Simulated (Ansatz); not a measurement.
# Vanadium, hcp under m-r²SCAN: ground state and equation of state, part 2 of 2

The plan for vanadium in the hcp structure: relax it, solve it on a dense k-mesh, then scale the cell to 7 volumes from 88 to 112 % of the relaxed one and try a fit of the equation of state. The start is ferromagnetic. The k-meshes are 13×13×7 for the relaxation; 23×23×11 for the dense run; 23×23×11 for the volumes.

Ansatz 0.2.0; DFT, m-r2SCAN, plane waves (500 eV) with PAW, scalar-relativistic.

## Step 4: At 88 % of the relaxed volume

This is V in the hcp structure; at room conditions it is bcc.

Input file input.yaml:

```yaml
crystal:
  lattice:
    - [2.4904093398, 0.0, 0.0]
    - [-1.2452046699, 2.1567577541, 0.0]
    - [0.0, 0.0, 4.4672773422]
  atoms:
    - { symbol: V, position: [0.3333333333, 0.6666666667, 0.25], spin: 1.0 }
    - { symbol: V, position: [0.6666666667, 0.3333333333, 0.75], spin: 1.0 }
hamiltonian:
  xc: mr2scan
  pseudopotentials:
    kind: paw
    azcp:
      V: "pseudopotentials/V.paw.azcp"
basis:
  ecutwfc: 500
  fft_grid_basis: typed
kpoints:
  mp_grid: { grid: [23, 23, 11], shift: [0, 0, 0] }
magnetization:
  spin_polarized: true
scf:
  occupations: { method: fermi_dirac, width: 0.05 }
output:
  stress: true
```

The program printed, shortened:

```text
Warning: RAYON_NUM_THREADS=2 ignored (pool sized by the plan → 2); use --threads N
[...]
Pseudopotentials: kind: paw
Pseudopotential: V, paw, valence charge 13, recommended cutoff 500 eV (meta_gga), <dir>
Functional definition: m-r2SCAN
[...]
Crystal: 2 atoms, lattice volume = 23.995 Å³
Basis set: ecut = 500 eV, 635 PW (Γ), exchange–correlation on 80×80×144 points (64 copies of the dense FFT grid, shifted against one another)
Bands: 18, of which v1, the nominal top of the filled ones, is band 13 counted from 1 (12 counted from 0)
Symmetry: 24 space group operations
Space group: P63/mmc (ITA 194), of the structure as read, at distance tolerance 2.9e-5 Å
Magnetic group: BNS 194.263 (UNI 1493), of the structure as read, at distance tolerance 2.9e-5 Å
k-points: 336 of 5819
[...]
Starting moments: Σ|m| = 2 μB on 2 of 2 sites
[...]
WARN: the starting moments were not kept: the SCF closed with an absolute magnetisation of 1.5e-6 μB, where they sum to 2 μB in size (2 sites). That is at most 0.1 of that sum. Measured as dr2_m measures the in/out step, that magnetisation stands 4.2e-13 eV from none, at or under the [...]
this state was not tested for a lower state beside it, because the mixer in use, unlike msr1, does not test its closes by its own steps (another_mixer; see scf.mixing.algorithm and scf.lower_state_search)
SCF converged after 17 iterations
Magnetization: -0.0000 μB (13.0000 up, 13.0000 down)
Absolute magnetization: 0.0000 μB (∫|ρ↑−ρ↓|, with the PAW one-centre terms)
Spin contamination: 0.0000 ħ² per cell (⟨S²⟩ above its minimum at these occupations)
Per-site moments (μB) at R_I (Å): [(8.69246601681401e-8, 1.0272938526701596), (8.692466018223571e-8, 1.0272938526701596)]
Free energy (F): -5833.327809 eV
[...]
E sigma→0 (E₀):  -5833.316811 eV
Entropy (-TS):   -0.021995 eV (-10.997 meV/atom)
Fermi energy:    19.262119 eV
[...]
--- Stress (GPa, compression-positive) ---
       29.518010       0.000000       0.000000
        0.000000      29.518010       0.000000
        0.000000       0.000000      30.508912
  P = ⅓ Tr σ = 29.8483 GPa (298.483 kbar)
```

It took 33 s on 2 threads of an Arm CPU, shared host; peak memory 0.6 GiB.

## Step 5: At 92 % of the relaxed volume

Edit input.yaml of step 4 so:

```diff
@@ -2,5 +2,5 @@
   lattice:
-    - [2.4904093398, 0.0, 0.0]
-    - [-1.2452046699, 2.1567577541, 0.0]
-    - [0.0, 0.0, 4.4672773422]
+    - [2.5275851093, 0.0, 0.0]
+    - [-1.2637925546, 2.1889529149, 0.0]
+    - [0.0, 0.0, 4.5339629549]
   atoms:
```

The program printed, shortened:

```text
Warning: RAYON_NUM_THREADS=2 ignored (pool sized by the plan → 2); use --threads N
[...]
Pseudopotentials: kind: paw
Pseudopotential: V, paw, valence charge 13, recommended cutoff 500 eV (meta_gga), <dir>
Functional definition: m-r2SCAN
[...]
Crystal: 2 atoms, lattice volume = 25.085 Å³
Basis set: ecut = 500 eV, 659 PW (Γ), exchange–correlation on 80×80×144 points (64 copies of the dense FFT grid, shifted against one another)
Bands: 18, of which v1, the nominal top of the filled ones, is band 13 counted from 1 (12 counted from 0)
Symmetry: 24 space group operations
Space group: P63/mmc (ITA 194), of the structure as read, at distance tolerance 2.9e-5 Å
Magnetic group: BNS 194.263 (UNI 1493), of the structure as read, at distance tolerance 2.9e-5 Å
k-points: 336 of 5819
[...]
Starting moments: Σ|m| = 2 μB on 2 of 2 sites
[...]
WARN: the starting moments were not kept: the SCF closed with an absolute magnetisation of 7.8e-6 μB, where they sum to 2 μB in size (2 sites). That is at most 0.1 of that sum. Measured as dr2_m measures the in/out step, that magnetisation stands 1.2e-11 eV from none, at or under the [...]
this state was not tested for a lower state beside it, because the mixer in use, unlike msr1, does not test its closes by its own steps (another_mixer; see scf.mixing.algorithm and scf.lower_state_search)
SCF converged after 19 iterations
Magnetization: -0.0000 μB (13.0000 up, 13.0000 down)
Absolute magnetization: 0.0000 μB (∫|ρ↑−ρ↓|, with the PAW one-centre terms)
Spin contamination: 0.0000 ħ² per cell (⟨S²⟩ above its minimum at these occupations)
Per-site moments (μB) at R_I (Å): [(-2.787048945358378e-6, 1.0426288575907592), (-2.787048945302939e-6, 1.0426288575907592)]
Free energy (F): -5833.489202 eV
[...]
E sigma→0 (E₀):  -5833.477450 eV
Entropy (-TS):   -0.023503 eV (-11.751 meV/atom)
Fermi energy:    18.314388 eV
[...]
--- Stress (GPa, compression-positive) ---
       17.802764       0.000000      -0.000000
       -0.000000      17.802764       0.000000
       -0.000000       0.000000      18.249649
  P = ⅓ Tr σ = 17.9517 GPa (179.517 kbar)
```

Run time: 38 s. Hardware: 2 threads of an Arm CPU, shared host; peak memory 0.61 GiB.

## Step 6: At 96 % of the relaxed volume

Edit input.yaml of step 5 so:

```diff
@@ -2,5 +2,5 @@
   lattice:
-    - [2.5275851093, 0.0, 0.0]
-    - [-1.2637925546, 2.1889529149, 0.0]
-    - [0.0, 0.0, 4.5339629549]
+    - [2.5636983471, 0.0, 0.0]
+    - [-1.2818491735, 2.2202278962, 0.0]
+    - [0.0, 0.0, 4.5987426063]
   atoms:
```

The program printed, shortened:

```text
Warning: RAYON_NUM_THREADS=2 ignored (pool sized by the plan → 2); use --threads N
[...]
Pseudopotentials: kind: paw
Pseudopotential: V, paw, valence charge 13, recommended cutoff 500 eV (meta_gga), <dir>
Functional definition: m-r2SCAN
[...]
Crystal: 2 atoms, lattice volume = 26.176 Å³
Basis set: ecut = 500 eV, 677 PW (Γ), exchange–correlation on 80×80×144 points (64 copies of the dense FFT grid, shifted against one another)
Bands: 18, of which v1, the nominal top of the filled ones, is band 13 counted from 1 (12 counted from 0)
Symmetry: 24 space group operations
Space group: P63/mmc (ITA 194), of the structure as read, at distance tolerance 3.0e-5 Å
Magnetic group: BNS 194.263 (UNI 1493), of the structure as read, at distance tolerance 3.0e-5 Å
k-points: 336 of 5819
[...]
Starting moments: Σ|m| = 2 μB on 2 of 2 sites
[...]
WARN: the starting moments were not kept: the SCF closed with an absolute magnetisation of 5.9e-7 μB, where they sum to 2 μB in size (2 sites). That is at most 0.1 of that sum. Measured as dr2_m measures the in/out step, that magnetisation stands 1.7e-13 eV from none, at or under the [...]
this state was not tested for a lower state beside it, because the mixer in use, unlike msr1, does not test its closes by its own steps (another_mixer; see scf.mixing.algorithm and scf.lower_state_search)
SCF converged after 21 iterations
Magnetization: -0.0000 μB (13.0000 up, 13.0000 down)
Absolute magnetization: 0.0000 μB (∫|ρ↑−ρ↓|, with the PAW one-centre terms)
Spin contamination: 0.0000 ħ² per cell (⟨S²⟩ above its minimum at these occupations)
Per-site moments (μB) at R_I (Å): [(-2.563115298150755e-7, 1.057525568171897), (-2.5631152987775275e-7, 1.057525568171897)]
Free energy (F): -5833.576950 eV
[...]
E sigma→0 (E₀):  -5833.564401 eV
Entropy (-TS):   -0.025096 eV (-12.548 meV/atom)
Fermi energy:    17.441666 eV
[...]
--- Stress (GPa, compression-positive) ---
        8.080714       0.000000       0.000000
        0.000000       8.080714       0.000000
        0.000000       0.000000       8.266066
  P = ⅓ Tr σ = 8.1425 GPa (81.425 kbar)
```

Run time: 50 s. Hardware: 2 threads of an Arm CPU, shared host; peak memory 0.62 GiB.

## Step 7: At 100 % of the relaxed volume

Edit input.yaml of step 6 so:

```diff
@@ -2,5 +2,5 @@
   lattice:
-    - [2.5636983471, 0.0, 0.0]
-    - [-1.2818491735, 2.2202278962, 0.0]
-    - [0.0, 0.0, 4.5987426063]
+    - [2.5988218671, 0.0, 0.0]
+    - [-1.2994109335, 2.2506457568, 0.0]
+    - [0.0, 0.0, 4.6617469095]
   atoms:
```

The program printed, shortened:

```text
Warning: RAYON_NUM_THREADS=2 ignored (pool sized by the plan → 2); use --threads N
[...]
Pseudopotentials: kind: paw
Pseudopotential: V, paw, valence charge 13, recommended cutoff 500 eV (meta_gga), <dir>
Functional definition: m-r2SCAN
[...]
Crystal: 2 atoms, lattice volume = 27.267 Å³
Basis set: ecut = 500 eV, 701 PW (Γ), exchange–correlation on 80×80×144 points (64 copies of the dense FFT grid, shifted against one another)
Bands: 18, of which v1, the nominal top of the filled ones, is band 13 counted from 1 (12 counted from 0)
Symmetry: 24 space group operations
Space group: P63/mmc (ITA 194), of the structure as read, at distance tolerance 3.0e-5 Å
Magnetic group: BNS 194.263 (UNI 1493), of the structure as read, at distance tolerance 3.0e-5 Å
k-points: 336 of 5819
[...]
Starting moments: Σ|m| = 2 μB on 2 of 2 sites
[...]
WARN: the starting moments were not kept: the SCF closed with an absolute magnetisation of 5.1e-6 μB, where they sum to 2 μB in size (2 sites). That is at most 0.1 of that sum. Measured as dr2_m measures the in/out step, that magnetisation stands 5.3e-12 eV from none, at or under the [...]
this state was not tested for a lower state beside it, because the mixer in use, unlike msr1, does not test its closes by its own steps (another_mixer; see scf.mixing.algorithm and scf.lower_state_search)
SCF converged after 18 iterations
Magnetization: -0.0000 μB (13.0000 up, 13.0000 down)
Absolute magnetization: 0.0000 μB (∫|ρ↑−ρ↓|, with the PAW one-centre terms)
Spin contamination: 0.0000 ħ² per cell (⟨S²⟩ above its minimum at these occupations)
Per-site moments (μB) at R_I (Å): [(-1.7519903402532728e-6, 1.0720140201741997), (-1.7519903403144305e-6, 1.0720140201741997)]
Free energy (F): -5833.603948 eV
[...]
E sigma→0 (E₀):  -5833.590563 eV
Entropy (-TS):   -0.026769 eV (-13.384 meV/atom)
Fermi energy:    16.635244 eV
[...]
--- Stress (GPa, compression-positive) ---
        0.006747       0.000000      -0.000000
        0.000000       0.006747       0.000000
       -0.000000       0.000000       0.132596
  P = ⅓ Tr σ = 0.0487 GPa (0.487 kbar)
```

Wall time 44 s (2 threads of an Arm CPU, shared host); peak memory 0.63 GiB.

## Step 8: At 104 % of the relaxed volume

Edit input.yaml of step 7 so:

```diff
@@ -2,5 +2,5 @@
   lattice:
-    - [2.5988218671, 0.0, 0.0]
-    - [-1.2994109335, 2.2506457568, 0.0]
-    - [0.0, 0.0, 4.6617469095]
+    - [2.6330208135, 0.0, 0.0]
+    - [-1.3165104067, 2.2802629132, 0.0]
+    - [0.0, 0.0, 4.7230927196]
   atoms:
```

The program printed, shortened:

```text
Warning: RAYON_NUM_THREADS=2 ignored (pool sized by the plan → 2); use --threads N
[...]
Pseudopotentials: kind: paw
Pseudopotential: V, paw, valence charge 13, recommended cutoff 500 eV (meta_gga), <dir>
Functional definition: m-r2SCAN
[...]
Crystal: 2 atoms, lattice volume = 28.357 Å³
Basis set: ecut = 500 eV, 713 PW (Γ), exchange–correlation on 80×80×144 points (64 copies of the dense FFT grid, shifted against one another)
Bands: 18, of which v1, the nominal top of the filled ones, is band 13 counted from 1 (12 counted from 0)
Symmetry: 24 space group operations
Space group: P63/mmc (ITA 194), of the structure as read, at distance tolerance 3.0e-5 Å
Magnetic group: BNS 194.263 (UNI 1493), of the structure as read, at distance tolerance 3.0e-5 Å
k-points: 336 of 5819
[...]
Starting moments: Σ|m| = 2 μB on 2 of 2 sites
[...]
WARN: the starting moments were not kept: the SCF closed with an absolute magnetisation of 9.8e-6 μB, where they sum to 2 μB in size (2 sites). That is at most 0.1 of that sum. Measured as dr2_m measures the in/out step, that magnetisation stands 1.9e-11 eV from none, at or under the [...]
this state was not tested for a lower state beside it, because the mixer in use, unlike msr1, does not test its closes by its own steps (another_mixer; see scf.mixing.algorithm and scf.lower_state_search)
SCF converged after 18 iterations
Magnetization: 0.0000 μB (13.0000 up, 13.0000 down)
Absolute magnetization: 0.0000 μB (∫|ρ↑−ρ↓|, with the PAW one-centre terms)
Spin contamination: 0.0000 ħ² per cell (⟨S²⟩ above its minimum at these occupations)
Per-site moments (μB) at R_I (Å): [(3.7844340472208546e-6, 1.0861210855725203), (3.784434047312304e-6, 1.0861210855725203)]
Free energy (F): -5833.580827 eV
[...]
E sigma→0 (E₀):  -5833.566545 eV
Entropy (-TS):   -0.028563 eV (-14.281 meV/atom)
Fermi energy:    15.887829 eV
[...]
--- Stress (GPa, compression-positive) ---
       -6.694265      -0.000000       0.000000
       -0.000000      -6.694265       0.000000
        0.000000       0.000000      -6.492946
  P = ⅓ Tr σ = -6.6272 GPa (-66.272 kbar)
```

Wall time 44 s (2 threads of an Arm CPU, shared host); peak memory 0.64 GiB.

## Step 9: At 108 % of the relaxed volume

Edit input.yaml of step 8 so:

```diff
@@ -2,5 +2,5 @@
   lattice:
-    - [2.6330208135, 0.0, 0.0]
-    - [-1.3165104067, 2.2802629132, 0.0]
-    - [0.0, 0.0, 4.7230927196]
+    - [2.6663537295, 0.0, 0.0]
+    - [-1.3331768647, 2.3091300652, 0.0]
+    - [0.0, 0.0, 4.7828850509]
   atoms:
```

The program printed, shortened:

```text
Warning: RAYON_NUM_THREADS=2 ignored (pool sized by the plan → 2); use --threads N
[...]
Pseudopotentials: kind: paw
Pseudopotential: V, paw, valence charge 13, recommended cutoff 500 eV (meta_gga), <dir>
Functional definition: m-r2SCAN
[...]
Crystal: 2 atoms, lattice volume = 29.448 Å³
Basis set: ecut = 500 eV, 725 PW (Γ), exchange–correlation on 80×80×144 points (64 copies of the dense FFT grid, shifted against one another)
Bands: 18, of which v1, the nominal top of the filled ones, is band 13 counted from 1 (12 counted from 0)
Symmetry: 24 space group operations
Space group: P63/mmc (ITA 194), of the structure as read, at distance tolerance 3.1e-5 Å
Magnetic group: BNS 194.263 (UNI 1493), of the structure as read, at distance tolerance 3.1e-5 Å
k-points: 336 of 5819
[...]
Starting moments: Σ|m| = 2 μB on 2 of 2 sites
[...]
WARN: the starting moments were not kept: the SCF closed with an absolute magnetisation of 6.7e-6 μB, where they sum to 2 μB in size (2 sites). That is at most 0.1 of that sum. Measured as dr2_m measures the in/out step, that magnetisation stands 9.8e-12 eV from none, at or under the [...]
this state was not tested for a lower state beside it, because the mixer in use, unlike msr1, does not test its closes by its own steps (another_mixer; see scf.mixing.algorithm and scf.lower_state_search)
SCF converged after 19 iterations
Magnetization: -0.0000 μB (13.0000 up, 13.0000 down)
Absolute magnetization: 0.0000 μB (∫|ρ↑−ρ↓|, with the PAW one-centre terms)
Spin contamination: 0.0000 ħ² per cell (⟨S²⟩ above its minimum at these occupations)
Per-site moments (μB) at R_I (Å): [(-2.5542494226854474e-6, 1.0998709134134197), (-2.554249422718251e-6, 1.0998709134134197)]
Free energy (F): -5833.516385 eV
[...]
E sigma→0 (E₀):  -5833.501152 eV
Entropy (-TS):   -0.030468 eV (-15.234 meV/atom)
Fermi energy:    15.193134 eV
[...]
--- Stress (GPa, compression-positive) ---
      -12.248513      -0.000000       0.000000
       -0.000000     -12.248513       0.000000
        0.000000       0.000000     -11.883337
  P = ⅓ Tr σ = -12.1268 GPa (-121.268 kbar)
```

It took 46 s on 2 threads of an Arm CPU, shared host; peak memory 0.65 GiB.

## Step 10: At 112 % of the relaxed volume

Edit input.yaml of step 9 so:

```diff
@@ -2,5 +2,5 @@
   lattice:
-    - [2.6663537295, 0.0, 0.0]
-    - [-1.3331768647, 2.3091300652, 0.0]
-    - [0.0, 0.0, 4.7828850509]
+    - [2.6988734433, 0.0, 0.0]
+    - [-1.3494367217, 2.3372929635, 0.0]
+    - [0.0, 0.0, 4.8412186664]
   atoms:
```

The program printed, shortened:

```text
Warning: RAYON_NUM_THREADS=2 ignored (pool sized by the plan → 2); use --threads N
[...]
Pseudopotentials: kind: paw
Pseudopotential: V, paw, valence charge 13, recommended cutoff 500 eV (meta_gga), <dir>
Functional definition: m-r2SCAN
[...]
Crystal: 2 atoms, lattice volume = 30.539 Å³
Basis set: ecut = 500 eV, 761 PW (Γ), exchange–correlation on 80×80×144 points (64 copies of the dense FFT grid, shifted against one another)
Bands: 18, of which v1, the nominal top of the filled ones, is band 13 counted from 1 (12 counted from 0)
Symmetry: 24 space group operations
Space group: P63/mmc (ITA 194), of the structure as read, at distance tolerance 3.1e-5 Å
Magnetic group: BNS 194.263 (UNI 1493), of the structure as read, at distance tolerance 3.1e-5 Å
k-points: 336 of 5819
[...]
Starting moments: Σ|m| = 2 μB on 2 of 2 sites
[...]
WARN: the starting moments were not kept: the SCF closed with an absolute magnetisation of 1.2e-5 μB, where they sum to 2 μB in size (2 sites). That is at most 0.1 of that sum. Measured as dr2_m measures the in/out step, that magnetisation stands 3.5e-11 eV from none, at or under the [...]
this state was not tested for a lower state beside it, because the mixer in use, unlike msr1, does not test its closes by its own steps (another_mixer; see scf.mixing.algorithm and scf.lower_state_search)
SCF converged after 23 iterations
Magnetization: 0.0000 μB (13.0000 up, 13.0000 down)
Absolute magnetization: 0.0000 μB (∫|ρ↑−ρ↓|, with the PAW one-centre terms)
Spin contamination: 0.0000 ħ² per cell (⟨S²⟩ above its minimum at these occupations)
Per-site moments (μB) at R_I (Å): [(4.927166408903432e-6, 1.1132852953619692), (4.927166408751122e-6, 1.1132852953619692)]
Free energy (F): -5833.417936 eV
[...]
E sigma→0 (E₀):  -5833.401718 eV
Entropy (-TS):   -0.032436 eV (-16.218 meV/atom)
Fermi energy:    14.545764 eV
[...]
--- Stress (GPa, compression-positive) ---
      -16.844415      -0.000000       0.000000
       -0.000000     -16.844415       0.000000
        0.000000       0.000000     -16.258240
  P = ⅓ Tr σ = -16.6490 GPa (-166.490 kbar)
```

It took 55 s on 2 threads of an Arm CPU, shared host; peak memory 0.66 GiB.

## Step 11: Energy and pressure against volume

The cell was scaled evenly, with its shape and the fractional positions fixed.

```csv
V (Å³/atom),E − E₀ (meV/atom),P from the stress (GPa),P from the fit (GPa)
11.997,136.8,29.85,29.78
12.543,56.5,17.95,17.83
13.088,13.1,8.14,8.01
13.633,0.0,0.05,-0.08
14.179,12.0,-6.63,-6.75
14.724,44.7,-12.13,-12.27
15.269,94.4,-16.65,-16.83
```

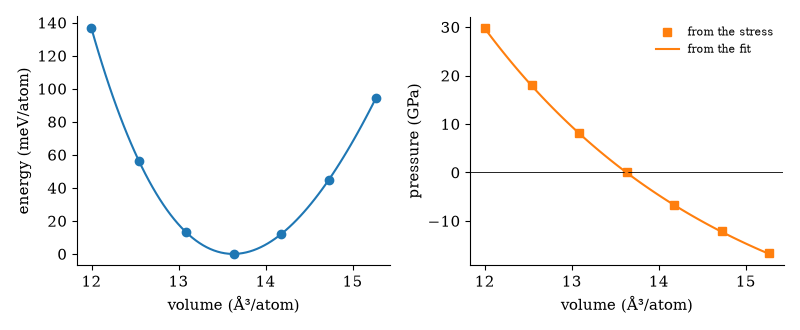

Energy and pressure against volume; the lines are the Birch-Murnaghan fit.

A third-order Birch-Murnaghan fit gives V₀ = 13.628 Å³/atom, B₀ = 184 GPa and B₀′ = 3.8; it misses no point by more than 0.03 meV/atom.

Fit and stress differ a little: one follows E(σ → 0), the other the smeared free energy.

## Step 12: Results

The summary covers parts 1 to 2.

```
                      quantity                                   value
space group (spins left aside)                      P6_3/mmc (No. 194)
             conventional cell  a = 2.599 Å, c = 4.662 Å (c/a = 1.794)
                        volume                          13.633 Å³/atom
             shortest distance                                 2.599 Å
               gap on the mesh            none (levels filled in part)
                magnetic state                            non-magnetic
               relative to bcc                           +271 meV/atom
                   V₀, B₀, B₀′            13.628 Å³/atom, 184 GPa, 3.8
```

From the guessed start the volume shrank by 1.4 % in 7 steps. Against the reference form of vanadium (bcc, computed apart with the same settings) it stands 271 meV/atom higher, so it is far from stable. The moments die out: the run ends non-magnetic. Levels at the Fermi energy are filled in part, as in a metal. B₀ comes out at 184 GPa; letting shape and positions relax at each volume could only lower it. The symmetry was held, so the structure may be unstable against distortions that break it.
